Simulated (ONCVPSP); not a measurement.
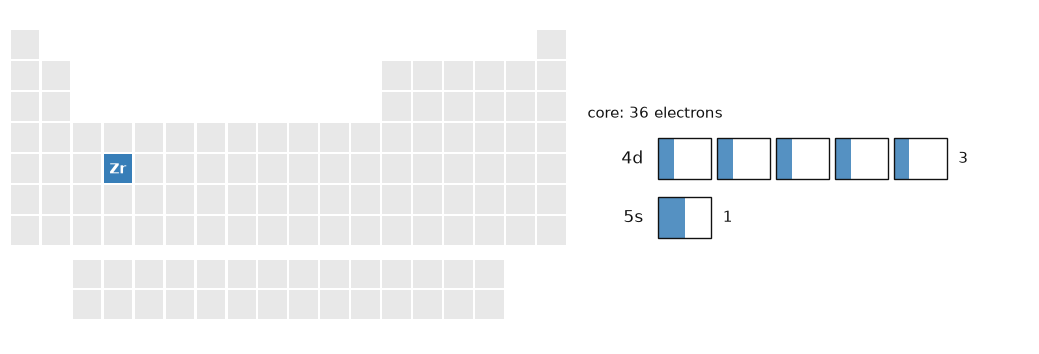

Fig. 1: Left, the place of zirconium in the periodic table; right, the valence shells of the reference configuration: a box for each of the 2l + 1 orbitals, shaded by the share of the shell that is filled, with the electron count at the right.

Zr: pseudopotential generation (part 1 of 2)

Zirconium (Zr, Z = 40), core [Kr], reference valence 4d3 5s1, valence charge 4. Computed at this level: ONCV potential, PBEsol, fully relativistic, made with ONCVPSP 4.0.1.

The program's output (extracts):
```
ONCVPSP  (Optimized Norm-Conservinng Vanderbilt PSeudopotential)
relativistic version 4.0.1

#   n    l    f        energy (Ha)
    1    0    2.00    -6.5426453D+02
    2    0    2.00    -9.0571227D+01
    2    1    6.00    -7.9766013D+01    -8.2918117D+01
    3    0    2.00    -1.4766050D+01
    3    1    6.00    -1.1415577D+01    -1.1917641D+01
    3    2   10.00    -6.2972014D+00    -6.3889442D+00
    4    0    2.00    -1.9240096D+00
    4    1    6.00    -1.0991961D+00    -1.1637724D+00
    4    2    3.00    -8.4633473D-02    -8.8730175D-02
    5    0    1.00    -1.4220757D-01

Reference configufation results
  iterations    26
  all-electron total energy (Ha)   -3.59686300D+03

Begin loop to  construct optimized pseudo wave functions
and semi-local pseudopoentials for all angular momenta

   Wellstate for l =  0  n =  6 kap= -1
     eigenvalue =   0.4578
     asymptotic potential =   0.9578
     half-point radius =  5.7443

   Wellstate for l =  0  n =  7 kap= -1
     eigenvalue =   1.0578
     asymptotic potential =   1.5578
     half-point radius =  6.2933

Calculating optimized projector #   1

 for l=   0

    Fraction of norm inside rc  0.369277
    Optimizing pswf for qcut=   1.80 a_B^-1,  ecut=   1.61 Ha
    Residual kinetic energy error=  2.20D-03 Ha

    Energy error per electron        Cutoff
         Ha          eV             Ha
         0.01000     0.27211        0.95
         0.00100     0.02721        2.43
         0.00010     0.00272       13.35
         0.00001     0.00027       16.55

Calculating optimized projector #   2

 for l=   0

    Fraction of norm inside rc  0.294005
    Optimizing pswf for qcut=   1.80 a_B^-1,  ecut=   1.61 Ha
    Residual kinetic energy error=  2.89D-02 Ha

    Energy error per electron        Cutoff
         Ha          eV             Ha
         0.01000     0.27211        1.90
         0.00100     0.02721        4.49
         0.00010     0.00272       12.91
         0.00001     0.00027       21.12

Calculating optimized projector #   3

 for l=   0

    Fraction of norm inside rc  0.172080
    Optimizing pswf for qcut=   1.80 a_B^-1,  ecut=   1.61 Ha
    Residual kinetic energy error=  1.25D-01 Ha

    Energy error per electron        Cutoff
         Ha          eV             Ha
         0.01000     0.27211        3.16
         0.00100     0.02721        9.80
         0.00010     0.00272       25.46
         0.00001     0.00027       29.32

   Wellstate for l =  1  n =  6 kap= -2
     eigenvalue =   0.1900
     asymptotic potential =   0.6900
     half-point radius = 11.7382

   Wellstate for l =  1  n =  8 kap= -2
     eigenvalue =   3.2900
     asymptotic potential =   3.7900
     half-point radius =  4.9901

   Wellstate for l =  1  n =  9 kap= -2
     eigenvalue =   6.3900
     asymptotic potential =   6.8900
     half-point radius =  4.4010

Calculating optimized projector #   1

 for l=   1

    Fraction of norm inside rc  0.079846
    Optimizing pswf for qcut=   2.50 a_B^-1,  ecut=   3.13 Ha
    Residual kinetic energy error=  7.45D-04 Ha

    Energy error per electron        Cutoff
         Ha          eV             Ha
         0.01000     0.27211        0.67
         0.00100     0.02721        2.08
         0.00010     0.00272       31.44
         0.00001     0.00027       38.29

Calculating optimized projector #   2

 for l=   1

    Fraction of norm inside rc  0.140776
    Optimizing pswf for qcut=   2.50 a_B^-1,  ecut=   3.13 Ha
    Residual kinetic energy error=  1.27D-01 Ha

    Energy error per electron        Cutoff
         Ha          eV             Ha
         0.01000     0.27211       11.10
         0.00100     0.02721       42.01
         0.00010     0.00272       49.33
         0.00001     0.00027       72.64

Calculating optimized projector #   3

 for l=   1

    Fraction of norm inside rc  0.143115
    Optimizing pswf for qcut=   2.50 a_B^-1,  ecut=   3.13 Ha
    Residual kinetic energy error=  1.46D+00 Ha

    Energy error per electron        Cutoff
         Ha          eV             Ha
         0.01000     0.27211       51.94
         0.00100     0.02721       59.65
         0.00010     0.00272       79.30

   Wellstate for l =  1  n =  5 kap=  1
     eigenvalue =   0.1900

   Wellstate for l =  1  n =  8 kap=  1
     eigenvalue =   3.0771

   Wellstate for l =  1  n =  9 kap=  1
     eigenvalue =   6.3770

Calculating optimized projector #   1

 for l=   1

    Fraction of norm inside rc  0.099300
    Optimizing pswf for qcut=   2.50 a_B^-1,  ecut=   3.13 Ha
    Residual kinetic energy error=  1.44D-03 Ha

    Energy error per electron        Cutoff
         Ha          eV             Ha
         0.01000     0.27211        0.39
         0.00100     0.02721        6.19
         0.00010     0.00272       33.11
         0.00001     0.00027       39.99

Calculating optimized projector #   2

 for l=   1

    Fraction of norm inside rc  0.144173
    Optimizing pswf for qcut=   2.50 a_B^-1,  ecut=   3.13 Ha
    Residual kinetic energy error=  1.20D-01 Ha

    Energy error per electron        Cutoff
         Ha          eV             Ha
         0.01000     0.27211       13.71
         0.00100     0.02721       43.46
         0.00010     0.00272       53.07
         0.00001     0.00027       78.30

Calculating optimized projector #   3

 for l=   1

    Fraction of norm inside rc  0.145076
    Optimizing pswf for qcut=   2.50 a_B^-1,  ecut=   3.13 Ha
    Residual kinetic energy error=  1.50D+00 Ha

    Energy error per electron        Cutoff
         Ha          eV             Ha
         0.01000     0.27211       52.14
         0.00100     0.02721       59.78
         0.00010     0.00272       80.85

   Wellstate for l =  2  n =  8 kap= -3
     eigenvalue =   3.2154
     asymptotic potential =   3.7154
     half-point radius =  5.4420

   Wellstate for l =  2  n = 10 kap= -3
     eigenvalue =   6.5154
     asymptotic potential =   7.0154
     half-point radius =  5.2254

Calculating optimized projector #   1

 for l=   2

    Fraction of norm inside rc  0.709212
    Optimizing pswf for qcut=   6.10 a_B^-1,  ecut=  18.61 Ha
    Residual kinetic energy error=  5.94D-09 Ha

    Energy error per electron        Cutoff
         Ha          eV             Ha
         0.01000     0.27211        8.03
         0.00100     0.02721       10.52
         0.00010     0.00272       12.68
         0.00001     0.00027       14.42

Calculating optimized projector #   2

 for l=   2

    Fraction of norm inside rc  0.157235
    Optimizing pswf for qcut=   6.10 a_B^-1,  ecut=  18.61 Ha
    Residual kinetic energy error=  6.50D-07 Ha

    Energy error per electron        Cutoff
         Ha          eV             Ha
         0.01000     0.27211       11.08
         0.00100     0.02721       13.41
         0.00010     0.00272       15.39
         0.00001     0.00027       16.80

Calculating optimized projector #   3

 for l=   2

    Fraction of norm inside rc  0.126411
    Optimizing pswf for qcut=   6.10 a_B^-1,  ecut=  18.61 Ha
    Residual kinetic energy error=  1.19D-04 Ha

    Energy error per electron        Cutoff
         Ha          eV             Ha
         0.01000     0.27211       14.57
         0.00100     0.02721       16.86
         0.00010     0.00272       19.91
         0.00001     0.00027       36.87

   Wellstate for l =  2  n =  8 kap=  2
     eigenvalue =   3.2113

   Wellstate for l =  2  n = 10 kap=  2
     eigenvalue =   6.5125

Calculating optimized projector #   1

 for l=   2

    Fraction of norm inside rc  0.719880
    Optimizing pswf for qcut=   6.10 a_B^-1,  ecut=  18.61 Ha
    Residual kinetic energy error=  5.94D-09 Ha

    Energy error per electron        Cutoff
         Ha          eV             Ha
         0.01000     0.27211        8.09
         0.00100     0.02721       10.57
         0.00010     0.00272       12.72
         0.00001     0.00027       14.46

Calculating optimized projector #   2

 for l=   2

    Fraction of norm inside rc  0.157760
    Optimizing pswf for qcut=   6.10 a_B^-1,  ecut=  18.61 Ha
    Residual kinetic energy error=  6.90D-07 Ha

    Energy error per electron        Cutoff
         Ha          eV             Ha
         0.01000     0.27211       11.12
         0.00100     0.02721       13.46
         0.00010     0.00272       15.42
         0.00001     0.00027       16.83

Calculating optimized projector #   3

 for l=   2

    Fraction of norm inside rc  0.126721
    Optimizing pswf for qcut=   6.10 a_B^-1,  ecut=  18.61 Ha
    Residual kinetic energy error=  1.26D-04 Ha

    Energy error per electron        Cutoff
         Ha          eV             Ha
         0.01000     0.27211       14.63
         0.00100     0.02721       16.90
         0.00010     0.00272       20.02
         0.00001     0.00027       37.66

Construct Vanderbilt / Kleinmman-Bylander projectors

B matrix Hermiticity error, ll=  0  kap= -1
   1   2    2.0866D-05
   1   3   -3.7331D-05
   2   3    2.5027D-05

  Orthonormal projector coefficients  9.2834E+00  2.0048E+00  4.3814E-01

B matrix Hermiticity error, ll=  1  kap= -2
   1   2   -6.5165D-05
   1   3    6.4549D-05
   2   3    1.7452D-04

  Orthonormal projector coefficients  1.4459E+01  3.4191E+00  9.9777E-01

B matrix Hermiticity error, ll=  1  kap=  1
   1   2    7.4297D-05
   1   3   -7.5189D-05
   2   3    1.7824D-04

  Orthonormal projector coefficients  1.5205E+01  3.4273E+00  1.0100E+00

B matrix Hermiticity error, ll=  2  kap= -3
   1   2   -9.4016D-05
   1   3   -2.5090D-04
   2   3   -1.2890D-04

  Orthonormal projector coefficients -1.9443E+00 -9.9815E-01 -2.5038E-01

B matrix Hermiticity error, ll=  2  kap=  2
   1   2   -9.6285D-05
   1   3   -2.5438D-04
   2   3   -1.2964D-04

  Orthonormal projector coefficients -1.9759E+00 -1.0210E+00 -2.5783E-01

 Orthonormal scalar projector coefficients, l =  1
  1.4696E+01  3.4280E+00  1.0030E+00  2.9744E-03  7.6212E-04  5.5827E-05

 Orthonormal spin-orbit projector coefficients, l =  1
 -8.2454E-01  3.6149E-01 -6.4737E-02  2.5023E-02 -1.5261E-02  6.9432E-03

 Orthonormal scalar projector coefficients, l =  2
 -1.9570E+00 -1.0073E+00 -2.5336E-01 -1.5386E-06 -9.5121E-08 -1.5570E-08

 Orthonormal spin-orbit projector coefficients, l =  2
  1.3901E-02  8.3246E-03  2.6091E-03 -8.0853E-05 -8.7230E-06 -1.5836E-06

Model core correction analysis
  based on d2Exc/dn_idn_j

d2excae - all-electron derivatives

   -1.520153D-02   -1.215173D-02
   -1.214788D-02   -2.292002D-02

d2excps - pseudofunction derivatives with no core correction

   -3.484906D-02   -1.760497D-02
   -1.759744D-02   -2.852011D-02

rms 2nd derivative error    1.091813E-02

rmatch, rhocmatch    2.1990    0.2570

Teter function model core charge with specified parameters

d2excps - pseudofunction derivatives with core correction

   -2.296299D-02   -1.317804D-02
   -1.317428D-02   -2.356802D-02

rms 2nd derivative error    3.961279E-03

Pseudoatom total energy   -2.831788

Diagnostic tests using Vanderbilt-Kleinman-Bylander pseudopotentials
  relativistic with J = L +/- 1/2 projectors

   l  kap   rcore       rmatch      e in        delta e    norm test   slope test

   0  -1   3.2636217   3.3627123  -0.1422076  -0.0000002   1.0000139   1.0000277
   0  -1   3.2636217   3.3627123   0.4577924   0.0000000   1.0000760   1.0000760
   0  -1   3.2636217   3.3627123   1.0577924   0.0000038   1.0001086   1.0001086

   1  -2   2.7603004   2.8441091   0.1900000   0.0000019   1.0000495   1.0000495
   1   1   2.7603004   2.8441091  -0.0229360   0.0000013   1.0000429   1.0000429
   1  -2   2.7603004   2.8441091   3.2900000   0.0000465   1.0002211   1.0002211
   1   1   2.7603004   2.8441091   3.2769632   0.0000478   1.0002269   1.0002269
   1  -2   2.7603004   2.8441091   6.3900000  -0.0000019   1.0004929   1.0004929
   1   1   2.7603004   2.8441091   6.3742337  -0.0000007   1.0004265   1.0004265

   2  -3   2.9657335   3.0557796  -0.0846335  -0.0000006   0.9999967   1.0000017
   2   2   2.9657335   3.0557796  -0.0887302   0.0000001   0.9999988   0.9999926
   2  -3   2.9657335   3.0557796   3.2153665   0.0000254   1.0001133   1.0001133
   2   2   2.9657335   3.0557796   3.2125164   0.0000262   1.0001137   1.0001137
   2  -3   2.9657335   3.0557796   6.5153665   0.0000179   1.0000803   1.0000803
   2   2   2.9657335   3.0557796   6.5124748   0.0000191   1.0000794   1.0000794

Diagnostic tests using Vanderbilt-Kleinman-Bylander pseudopotentials
  relativistic with scalar and spin-orbit non-local projectors

   l  kap   rcore       rmatch      e in        delta e    norm test   slope test

   0  -1   3.2636217   3.3627123  -0.1422076  -0.0000002   1.0000139   1.0000277
   0  -1   3.2636217   3.3627123   0.4577924   0.0000000   1.0000760   1.0000760
   0  -1   3.2636217   3.3627123   1.0577924   0.0000038   1.0001086   1.0001086

   1  -2   2.7603004   2.8441091   0.1900000  -0.0000957   1.0000676   1.0000676
   1   1   2.7603004   2.8441091  -0.0229360  -0.0000914   1.0000596   1.0000596
   1  -2   2.7603004   2.8441091   3.2900000  -0.0000138   1.0002002   1.0002002
   1   1   2.7603004   2.8441091   3.2769632  -0.0000016   1.0002113   1.0002113
   1  -2   2.7603004   2.8441091   6.3900000  -0.0003201   1.0011668   1.0011668
   1   1   2.7603004   2.8441091   6.3742337  -0.0003788   1.0011326   1.0011326

   2  -3   2.9657335   3.0557796  -0.0846335   0.0000007   0.9999981   1.0000131
   2   2   2.9657335   3.0557796  -0.0887302  -0.0000013   0.9999970   0.9999804
   2  -3   2.9657335   3.0557796   3.2153665   0.0000255   1.0001136   1.0001136
   2   2   2.9657335   3.0557796   3.2125164   0.0000263   1.0001137   1.0001137
   2  -3   2.9657335   3.0557796   6.5153665   0.0000186   1.0000806   1.0000806
   2   2   2.9657335   3.0557796   6.5124748   0.0000188   1.0000789   1.0000789

Ghost test for J = L + 1/2

 Testing for bound ghosts
   n   l    E NL Schr. Eq   E Basis Diag.   E Cutoff

   1   0       -0.142208       -0.141070     32.58

   2   1       -0.042011       -0.018372     65.14

   3   2       -0.084634       -0.083831     63.01

 Testing for highly-localized positive-energy ghosts
       l    <radius>/rc     E Basis Diag.   E Cutoff

       0        0.290015        1.751554     32.58  WARNING - GHOST(+)

       0        0.504499       30.439601     32.58  WARNING - GHOST(+)

       1        0.391481        6.679269     65.14  WARNING - GHOST(+)

Ghost test for J = L - 1/2

 Testing for bound ghosts
   n   l    E NL Schr. Eq   E Basis Diag.   E Cutoff

   1   0       -0.142208       -0.141070     32.58

   2   1       -0.044514       -0.022599     65.14

   3   2       -0.088730       -0.088009     63.01

 Testing for highly-localized positive-energy ghosts
       l    <radius>/rc     E Basis Diag.   E Cutoff

       0        0.290015        1.751554     32.58  WARNING - GHOST(+)

       0        0.504499       30.439601     32.58  WARNING - GHOST(+)

       1        0.401557        6.673772     65.14  WARNING - GHOST(+)

Test configuration 0

   n   l kap    f        eae           eps        diff
   1   0  -1  2.0000 -654.26453464
   2   0  -1  2.0000  -90.57122677
   2   1  -2  4.0000  -79.76601271
   2   1   1  2.0000  -82.91811712
   3   0  -1  2.0000  -14.76605043
   3   1  -2  4.0000  -11.41557703
   3   1   1  2.0000  -11.91764100
   3   2  -3  6.0000   -6.29720140
   3   2   2  4.0000   -6.38894422
   4   0  -1  2.0000   -1.92400961
   4   1  -2  4.0000   -1.09919615
   4   1   1  2.0000   -1.16377243
   4   2  -3  1.8000   -0.08463347   -0.08463403   -5.57E-07
   4   2   2  1.2000   -0.08873018   -0.08873008    9.93E-08
   5   0  -1  1.0000   -0.14220757   -0.14220778   -2.04E-07

    Total energies and differences
      AE_ref= -3.59686300E+03  AE_tst= -3.59686300E+03  dif=  0.00E+00
      PS_ref= -2.83178842E+00  PS_tst= -2.83178842E+00  dif=  4.88E-15
      PSP excitation error= -4.88E-15

Test configuration 1

   n   l kap    f        eae           eps        diff
   1   0  -1  2.0000 -654.34039336
   2   0  -1  2.0000  -90.65391012
   2   1  -2  4.0000  -79.84821610
   2   1   1  2.0000  -83.00019047
   3   0  -1  2.0000  -14.84733949
   3   1  -2  4.0000  -11.49689437
   3   1   1  2.0000  -11.99897435
   3   2  -3  6.0000   -6.37903920
   3   2   2  4.0000   -6.47079221
   4   0  -1  2.0000   -2.00032050
   4   1  -2  4.0000   -1.17044735
   4   1   1  2.0000   -1.23596816
   4   2  -3  1.2000   -0.13086286   -0.13207017   -1.21E-03
   4   2   2  0.8000   -0.13560408   -0.13683344   -1.23E-03
   5   0  -1  2.0000   -0.16406212   -0.16283000    1.23E-03

    Total energies and differences
      AE_ref= -3.59686300E+03  AE_tst= -3.59690745E+03  dif= -4.44E-02
      PS_ref= -2.83178842E+00  PS_tst= -2.87511825E+00  dif= -4.33E-02
      PSP excitation error= -1.12E-03

Test configuration 2

   n   l kap    f        eae           eps        diff
   1   0  -1  2.0000 -654.58884774
   2   0  -1  2.0000  -90.89989937
   2   1  -2  4.0000  -80.09436110
   2   1   1  2.0000  -83.24638137
   3   0  -1  2.0000  -15.09352596
   3   1  -2  4.0000  -11.74305307
   3   1   1  2.0000  -12.24514211
   3   2  -3  6.0000   -6.62502644
   3   2   2  4.0000   -6.71678079
   4   0  -1  2.0000   -2.24621885
   4   1  -2  4.0000   -1.41646611
   4   1   1  2.0000   -1.48198322
   4   2  -3  1.2000   -0.36558431   -0.37009044   -4.51E-03
   4   2   2  0.8000   -0.37078185   -0.37527313   -4.49E-03
   5   0  -1  1.0000   -0.36658024   -0.37076533   -4.19E-03

    Total energies and differences
      AE_ref= -3.59686300E+03  AE_tst= -3.59664391E+03  dif=  2.19E-01
      PS_ref= -2.83178842E+00  PS_tst= -2.61085245E+00  dif=  2.21E-01
      PSP excitation error= -1.85E-03

Test configuration 3

   n   l kap    f        eae           eps        diff
   1   0  -1  2.0000 -654.88034749
   2   0  -1  2.0000  -91.18806933
   2   1  -2  4.0000  -80.38273421
   2   1   1  2.0000  -83.53481669
   3   0  -1  2.0000  -15.38160366
   3   1  -2  4.0000  -12.03107756
   3   1   1  2.0000  -12.53319394
   3   2  -3  6.0000   -6.91283957
   3   2   2  4.0000   -7.00460088
   4   0  -1  2.0000   -2.53208284
   4   1  -2  4.0000   -1.70127387
   4   1   1  2.0000   -1.76701795
   4   2  -3  1.2000   -0.63215547   -0.64636418   -1.42E-02
   4   2   2  0.8000   -0.63791338   -0.65204066   -1.41E-02
   5   0  -1  0.0000   -0.58435941   -0.58435941    0.00E+00

    Total energies and differences
      AE_ref= -3.59686300E+03  AE_tst= -3.59616949E+03  dif=  6.94E-01
      PS_ref= -2.83178842E+00  PS_tst= -2.12504281E+00  dif=  7.07E-01
      PSP excitation error= -1.32E-02

Test configuration 4

   n   l kap    f        eae           eps        diff
   1   0  -1  2.0000 -654.38654569
   2   0  -1  2.0000  -90.69914267
   2   1  -2  4.0000  -79.89344521
   2   1   1  2.0000  -83.04542942
   3   0  -1  2.0000  -14.89291116
   3   1  -2  4.0000  -11.54244163
   3   1   1  2.0000  -12.04452407
   3   2  -3  6.0000   -6.42450572
   3   2   2  4.0000   -6.51625832
   4   0  -1  2.0000   -2.04592919
   4   1  -2  4.0000   -1.21579713
   4   1   1  2.0000   -1.28137640
   4   2  -3  1.2000   -0.16935878   -0.17287933   -3.52E-03
   4   2   2  0.8000   -0.17431715   -0.17786228   -3.55E-03
   5   0  -1  1.0000   -0.19043480   -0.19112631   -6.92E-04
   5   1  -2  0.6667   -0.07395081   -0.07345051    5.00E-04
   5   1   1  0.3333   -0.07803887   -0.07738804    6.51E-04

    Total energies and differences
      AE_ref= -3.59686300E+03  AE_tst= -3.59679457E+03  dif=  6.84E-02
      PS_ref= -2.83178842E+00  PS_tst= -2.76179270E+00  dif=  7.00E-02
      PSP excitation error= -1.57E-03
```

(Continued in part 2.) Outcome of the run: generated, with a spurious state above the valence levels.
